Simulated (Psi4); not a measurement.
# One shape, several levels: BGeNH6 (SMILES B[NH][GeH3])

Wanted: a comparison of 5 runs (BLYP/6-31G*, M06-L/6-31G*, PBE/6-31G*, PBE0/6-31G*, TPSS/6-31G*) of BGeNH6. 

Program for the calculation: Psi4 1.11.

5 further runs of the same task are left out: 3 that didn't finish, 2 set aside as unsound or not needed.

## Step 1: The molecule

The species is BGeNH6 (9 atoms), meant as a singlet with charge 0. SMILES: `B[NH][GeH3]`. The B1–H5 distance was set to 1.799 Å, away from the relaxed value. At this shape a bond of the SMILES string is far longer than usual.

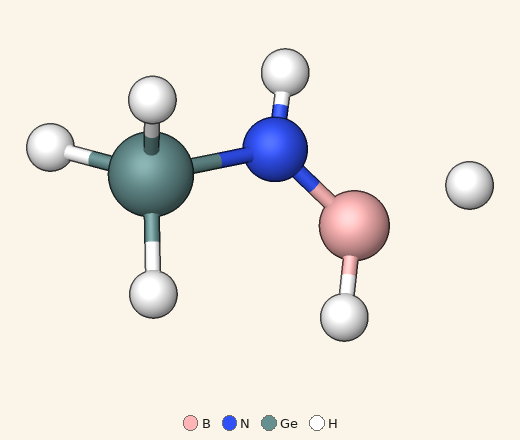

Viewed from a chosen angle; boron pink, nitrogen blue, germanium teal, hydrogen white.

## Step 2: The energy at BLYP/6-31G(d) (spherical functions) (run 1)

The input, bgeh6n.xyz:

```xyz
9
BGeH6N
B     -0.686444     0.120733    -0.906941
N      0.164256     0.178333     0.193259
Ge     0.852756    -1.270167     1.122559
H     -1.030344    -0.949467    -1.325041
H     -1.249100     1.647000    -1.674800
H      0.441456     1.089633     0.528459
H      2.389156    -1.223567     1.060859
H      0.302456    -2.523967     0.440559
H      0.404856    -1.184767     2.591659
```

The input, run.py:

```python
import psi4

psi4.set_memory(2200000000)
psi4.set_num_threads(1)
psi4.core.set_output_file('run.log', False)

with open('bgeh6n.xyz') as f:
    atoms = ''.join(f.readlines()[2:])
mol = psi4.geometry('0 1\n' + atoms + 'symmetry c1\nno_reorient\nno_com')

psi4.set_options({
    'basis': '6-31G*',
    'puream': True,
    'e_convergence': 1e-09,
    'd_convergence': 1e-08,
    'scf_type': 'pk',
    'dft_radial_points': 99,
    'dft_spherical_points': 590,
})

e_tot, wfn = psi4.energy('BLYP', molecule=mol, return_wfn=True)
psi4.oeprop(wfn, 'MULLIKEN_CHARGES', 'QUADRUPOLE', 'LOWDIN_CHARGES')
print('E =', round(e_tot, 9))
for k, v in sorted(psi4.core.scalar_variables().items()):
    print(f'{k:45s} {v:18.10f}')
```

Launch:

```console
$ python run.py
```

run.log:

```text
[...]
  Running in c1 symmetry.
[...]
  Nuclear repulsion =  175.843522339760852
[...]
  Multiplicity = 1
[...]
  Nalpha       = 25
  Nbeta        = 25
[...]
    Number of basis functions: 72
[...]
   @RKS iter   1: -2158.13032070997951   -1.65895e+00   4.00019e-02 DIIS/ADIIS
[...]
   @RKS iter  13: -2159.88702440257020   -2.72848e-12   2.43746e-09 DIIS
[...]
    Orbital Energies [Eh]
    ---------------------
    Doubly Occupied:
       1A   -397.189730     2A    -49.229724     3A    -43.856908
       4A    -43.856469     5A    -43.856401     6A    -14.030476
       7A     -6.557136     8A     -6.005663     9A     -4.225226
      10A     -4.223314    11A     -4.223028    12A     -1.117792
      13A     -1.115279    14A     -1.114578    15A     -1.112621
      16A     -1.112431    17A     -0.778780    18A     -0.520588
      19A     -0.470233    20A     -0.366582    21A     -0.328837
      22A     -0.326896    23A     -0.314519    24A     -0.254660
      25A     -0.217457
[...]
  @RKS Final Energy: -2159.88702440257020
   => Energetics <=
    Nuclear Repulsion Energy =            175.8435223397608524
    One-Electron Energy =               -3353.6595756842139053
    Two-Electron Energy =                1110.0483219874181486
    DFT Exchange-Correlation Energy =     -92.1192930455353860
    Empirical Dispersion Energy =           0.0000000000000000
    VV10 Nonlocal Energy =                  0.0000000000000000
    Total Energy =                      -2159.8870244025702050
[...]
 Multipole Moments:
 ------------------------------------------------------------------------------------
     Multipole            Electronic (a.u.)      Nuclear  (a.u.)        Total (a.u.)
 ------------------------------------------------------------------------------------
 L = 1.  Multiply by 2.5417464519 to convert [e a0] to [Debye]
 Dipole X            :        -48.9802208           49.6322281            0.6520073
 Dipole Y            :         78.9314398          -79.2522470           -0.3208072
 Dipole Z            :        -64.0813326           64.9341852            0.8528526
 Magnitude           :                                                    1.1204411
 L = 2.  Multiply by 1.3450342976 to convert [e a0^2] to [Debye ang]
 Quadrupole XX       :       -148.6843856          123.5418944          -25.1424911
 Quadrupole XY       :        142.4611836         -141.5363113            0.9248724
[...]
  Mulliken Charges: (a.u.)
   Center  Symbol    Alpha    Beta     Spin     Total
       1     B     2.42564  2.42564  0.00000  0.14872
       2     N     3.72320  3.72320  0.00000 -0.44640
       3    GE    15.99282 15.99282  0.00000  0.01437
       4     H     0.51833  0.51833  0.00000 -0.03667
       5     H     0.57512  0.57512  0.00000 -0.15024
       6     H     0.33919  0.33919  0.00000  0.32161
       7     H     0.47829  0.47829  0.00000  0.04342
       8     H     0.46915  0.46915  0.00000  0.06170
       9     H     0.47826  0.47826  0.00000  0.04348
   Total alpha = 25.00000, Total beta = 25.00000, Total charge = -0.00000
[...]
```

The script printed:

```text
E = -2159.887024403
CURRENT ENERGY                                  -2159.8870244026
CURRENT REFERENCE ENERGY                        -2159.8870244026
DD SOLVATION ENERGY                                 0.0000000000
DFT FUNCTIONAL TOTAL ENERGY                     -2159.8870244026
DFT TOTAL ENERGY                                -2159.8870244026
DFT VV10 ENERGY                                     0.0000000000
DFT XC ENERGY                                     -92.1192930455
GRID ELECTRONS ALPHA                               24.9999988378
GRID ELECTRONS BETA                                24.9999988378
GRID ELECTRONS TOTAL                               49.9999976756
NUCLEAR REPULSION ENERGY                          175.8435223398
ONE-ELECTRON ENERGY                             -3353.6595756842
PCM POLARIZATION ENERGY                             0.0000000000
PE ENERGY                                           0.0000000000
SCF ITERATION ENERGY                            -2159.8870244026
SCF ITERATIONS                                     13.0000000000
SCF TOTAL ENERGY                                -2159.8870244026
TWO-ELECTRON ENERGY                              1110.0483219874
XC GRID RADIAL POINTS                              99.0000000000
XC GRID SPHERICAL POINTS                          590.0000000000
XC GRID TOTAL POINTS                           499965.0000000000
```

Run time: 15 s. Hardware: 1 thread of AMD EPYC 7R43 (Zen 3), shared host; peak memory 1.1 GiB.

## Step 3: The energy at M06-L/6-31G(d) (spherical functions) (run 2)

The input, bgeh6n.py:

```python
import psi4

psi4.set_memory(2200000000)
psi4.set_num_threads(1)
psi4.set_output_file('bgeh6n.out', False)

molecule = psi4.geometry("""
0 1
B
N 1 1.391923
Ge 2 1.853587 1 126.22471
H 1 1.199334 2 119.19094 3 -0.01862
H 1 1.7988 4 121.24037 2 179.99218
H 2 1.009785 1 117.87217 4 179.97767
H 3 1.538344 2 109.09844 6 -59.52297
H 3 1.529696 7 111.48374 2 117.29301
H 3 1.538234 8 111.50349 7 -122.22673
units angstrom
symmetry c1
""")

options = {'basis': '6-31G*', 'puream': True, 'e_convergence': 1e-09, 'd_convergence': 1e-08, 'scf_type': 'pk', 'dft_radial_points': 99, 'dft_spherical_points': 590}
psi4.set_options(options)

result, w = psi4.energy("m06-l", return_wfn=True)
psi4.oeprop(w, "MULLIKEN_CHARGES", "MAYER_INDICES", "QUADRUPOLE", title="M06-L")
print(f'total energy {result:.8f} hartree = {result * 27.211386:.5f} eV')
```

Launch:

```console
$ python bgeh6n.py
```

bgeh6n.out, cut to the lines that bear on the results:

```text
[...]
  Running in c1 symmetry.
[...]
  Nuclear repulsion =  175.843485855429265
[...]
  Multiplicity = 1
[...]
  Nalpha       = 25
  Nbeta        = 25
[...]
    Number of basis functions: 72
[...]
   @RKS iter   1: -2158.18152048443653   -1.92044e+00   3.91677e-02 DIIS/ADIIS
[...]
   @RKS iter  13: -2159.81210594354116    0.00000e+00   3.07207e-09 DIIS
[...]
  @RKS Final Energy: -2159.81210594354116
   => Energetics <=
    Nuclear Repulsion Energy =            175.8434858554292646
    One-Electron Energy =               -3354.4706871424036763
    Two-Electron Energy =                1110.9358012817563122
    DFT Exchange-Correlation Energy =     -92.1207059383228852
    Empirical Dispersion Energy =           0.0000000000000000
    VV10 Nonlocal Energy =                  0.0000000000000000
    Total Energy =                      -2159.8121059435411553
[...]
 Multipole Moments:
 ------------------------------------------------------------------------------------
     Multipole            Electronic (a.u.)      Nuclear  (a.u.)        Total (a.u.)
 ------------------------------------------------------------------------------------
 L = 1.  Multiply by 2.5417464519 to convert [e a0] to [Debye]
 Dipole X            :         -0.0006701            0.0005536           -0.0001164
 Dipole Y            :         -5.3074531            4.9016986           -0.4057545
 Dipole Z            :          6.7805166           -5.6466588            1.1338578
 Magnitude           :                                                    1.2042717
 L = 2.  Multiply by 1.3450342976 to convert [e a0^2] to [Debye ang]
 Quadrupole XX       :        -35.7782480           11.2172539          -24.5609941
 Quadrupole XY       :          0.0045642           -0.0039260            0.0006382
[...]
  Mulliken Charges: (a.u.)
   Center  Symbol    Alpha    Beta     Spin     Total
       1     B     2.39587  2.39587  0.00000  0.20826
       2     N     3.82086  3.82086  0.00000 -0.64172
       3    GE    15.84337 15.84337  0.00000  0.31326
       4     H     0.52808  0.52808  0.00000 -0.05617
       5     H     0.58050  0.58050  0.00000 -0.16100
       6     H     0.31461  0.31461  0.00000  0.37079
       7     H     0.50858  0.50858  0.00000 -0.01716
       8     H     0.49959  0.49959  0.00000  0.00083
       9     H     0.50855  0.50855  0.00000 -0.01709
   Total alpha = 25.00000, Total beta = 25.00000, Total charge = -0.00000
[...]
```

The script printed:

```text
total energy -2159.81210594 hartree = -58771.48090 eV
```

Wall time 44 s (1 thread of AMD EPYC 7R43 (Zen 3), shared host); peak memory 1.3 GiB.

Run 3 isn't shown in full; the table further down has it.

## Step 4: Energy and gradient at PBE0/6-31G(d) (spherical functions) (run 4)

The input, calc.inp:

```
memory 2200 mb

molecule geom {
  0 1
  B     -0.686444     0.120733    -0.906941
  N      0.164256     0.178333     0.193259
  Ge     0.852756    -1.270167     1.122559
  H     -1.030344    -0.949467    -1.325041
  H     -1.249100     1.647000    -1.674800
  H      0.441456     1.089633     0.528459
  H      2.389156    -1.223567     1.060859
  H      0.302456    -2.523967     0.440559
  H      0.404856    -1.184767     2.591659
  symmetry c1
  no_reorient
  no_com
}

set globals {
  basis 6-31G*
  puream true
  e_convergence 1e-09
  d_convergence 1e-08
  scf_type pk
  dft_radial_points 99
  dft_spherical_points 590
}

E, wfn = gradient('pbe0', return_wfn=True)
```

Launch:

```console
$ psi4 calc.inp calc.out -n 1
```

calc.out, cut to the lines that bear on the results:

```text
[...]
  Running in c1 symmetry.
[...]
  Nuclear repulsion =  175.843522339760852
[...]
  Multiplicity = 1
[...]
  Nalpha       = 25
  Nbeta        = 25
[...]
    Number of basis functions: 72
[...]
   @RKS iter   1: -2158.00298285048484   -2.19239e+00   3.75819e-02 DIIS/ADIIS
[...]
   @RKS iter  11: -2159.50815286982106   -5.45697e-12   6.28473e-09 DIIS
[...]
  @RKS Final Energy: -2159.50815286982106
   => Energetics <=
    Nuclear Repulsion Energy =            175.8435223397608524
    One-Electron Energy =               -3354.3921854043328494
    Two-Electron Energy =                1088.3346086156154797
    DFT Exchange-Correlation Energy =     -69.2940984208646569
    Empirical Dispersion Energy =           0.0000000000000000
    VV10 Nonlocal Energy =                  0.0000000000000000
    Total Energy =                      -2159.5081528698210604
[...]
 Multipole Moments:
 ------------------------------------------------------------------------------------
     Multipole            Electronic (a.u.)      Nuclear  (a.u.)        Total (a.u.)
 ------------------------------------------------------------------------------------
 L = 1.  Multiply by 2.5417464519 to convert [e a0] to [Debye]
 Dipole X            :        -48.9882225           49.6322281            0.6440055
 Dipole Y            :         78.9165732          -79.2522470           -0.3356738
 Dipole Z            :        -64.0912992           64.9341852            0.8428860
 Magnitude           :                                                    1.1125991
[...]
  -Total Gradient:
     Atom            X                  Y                   Z
    ------   -----------------  -----------------  -----------------
       1        0.016384677333    -0.050303187585     0.022527103609
       2        0.006707312828    -0.009001756426     0.008922951974
       3       -0.001507108783     0.003257186591    -0.001962491118
       4        0.003264981534    -0.004833572253     0.004337984493
       5       -0.023800689398     0.062969000535    -0.032438218504
       6       -0.001088926685    -0.002886381380    -0.001350173362
       7       -0.001433335618    -0.000225484529     0.000386070965
       8        0.000731082525     0.001283437026     0.000898222647
       9        0.000747657206    -0.000262287783    -0.001314049656
[...]
```

Run time: 26 s. Hardware: 1 thread of AMD EPYC 7R43 (Zen 3), shared host; peak memory 1.1 GiB.

## Step 5: The energy at TPSS/6-31G(d) (spherical functions) (run 5)

The input, job.dat:

```
memory 2.2 GB

molecule {
  0 1
  B     -0.686444     0.120733    -0.906941
  N      0.164256     0.178333     0.193259
  Ge     0.852756    -1.270167     1.122559
  H     -1.030344    -0.949467    -1.325041
  H     -1.249100     1.647000    -1.674800
  H      0.441456     1.089633     0.528459
  H      2.389156    -1.223567     1.060859
  H      0.302456    -2.523967     0.440559
  H      0.404856    -1.184767     2.591659
  symmetry c1
}

set {
  puream               true
  e_convergence        1e-09
  d_convergence        1e-08
  scf_type             pk
  dft_radial_points    99
  dft_spherical_points 590
}

energy("tpss/6-31G*")
```

Launch:

```console
$ psi4 job.dat job.out -n 1
```

job.out:

```text
[...]
  Running in c1 symmetry.
[...]
  Nuclear repulsion =  175.843522339760852
[...]
  Multiplicity = 1
[...]
  Nalpha       = 25
  Nbeta        = 25
[...]
    Number of basis functions: 72
[...]
   @RKS iter   1: -2158.18984210383087   -1.72691e+00   3.95056e-02 ADIIS/DIIS
[...]
   @RKS iter  13: -2159.87706162195946    9.09495e-13   1.59652e-09 DIIS
[...]
    Orbital Energies [Eh]
    ---------------------
    Doubly Occupied:
       1A   -397.726625     2A    -49.339431     3A    -43.880040
       4A    -43.879489     5A    -43.879416     6A    -14.128480
       7A     -6.623831     8A     -6.074145     9A     -4.261958
      10A     -4.259708    11A     -4.259416    12A     -1.120126
      13A     -1.117227    14A     -1.116449    15A     -1.114599
      16A     -1.114380    17A     -0.807361    18A     -0.535230
      19A     -0.486857    20A     -0.380977    21A     -0.345312
      22A     -0.341654    23A     -0.329510    24A     -0.266140
      25A     -0.232654
[...]
  @RKS Final Energy: -2159.87706162195946
   => Energetics <=
    Nuclear Repulsion Energy =            175.8435223397608524
    One-Electron Energy =               -3353.6933813484088205
    Two-Electron Energy =                1110.0827368302236664
    DFT Exchange-Correlation Energy =     -92.1099394435353247
    Empirical Dispersion Energy =           0.0000000000000000
    VV10 Nonlocal Energy =                  0.0000000000000000
    Total Energy =                      -2159.8770616219594558
[...]
 Multipole Moments:
 ------------------------------------------------------------------------------------
     Multipole            Electronic (a.u.)      Nuclear  (a.u.)        Total (a.u.)
 ------------------------------------------------------------------------------------
 L = 1.  Multiply by 2.5417464519 to convert [e a0] to [Debye]
 Dipole X            :          4.1673904           -3.5130228            0.6543676
 Dipole Y            :         -4.9958117            4.6632028           -0.3326090
 Dipole Z            :          5.5279050           -4.6716789            0.8562262
 Magnitude           :                                                    1.1278071
[...]
```

Run time: 44 s. Hardware: 1 thread of AMD EPYC 7R43 (Zen 3), shared host; peak memory 1.3 GiB.

## Step 6: The series

```csv
run,level,task,energy (Eh),dipole moment (D),HOMO energy (eV),LUMO energy (eV),wall time
1,BLYP/6-31G* (spherical functions),energy,-2159.887024,2.85,-5.92,-0.43,15 s
2,M06-L/6-31G* (spherical functions),energy,-2159.812106,3.06,-6.36,-0.28,44 s
3,PBE/6-31G* (spherical functions),energy,-2159.439910,2.84,-6.06,-0.62,18 s
4,PBE0/6-31G* (spherical functions),gradient,-2159.508153,2.83,-7.29,0.33,26 s
5,TPSS/6-31G* (spherical functions),energy,-2159.877062,2.87,-6.33,-0.45,44 s
```

## Step 7: What came out

| quantity | value |
| --- | --- |
| run 5: total energy | -2159.87706 Eh |
| run 5: dipole moment | 2.87 D |
| run 5: HOMO energy | -6.33 eV |
| run 5: LUMO energy | -0.45 eV |
| run 5: HOMO–LUMO gap | 5.88 eV |

What this shows: The dipole moment (its size) runs from 2.83 D (PBE0/6-31G*) to 3.06 D (M06-L/6-31G*). The HOMO–LUMO gap runs from 5.44 eV (PBE/6-31G*) to 7.62 eV (PBE0/6-31G*). Totals of different functionals can't be ranked against each other. All runs together took 2.5 min, the longest 44 s.
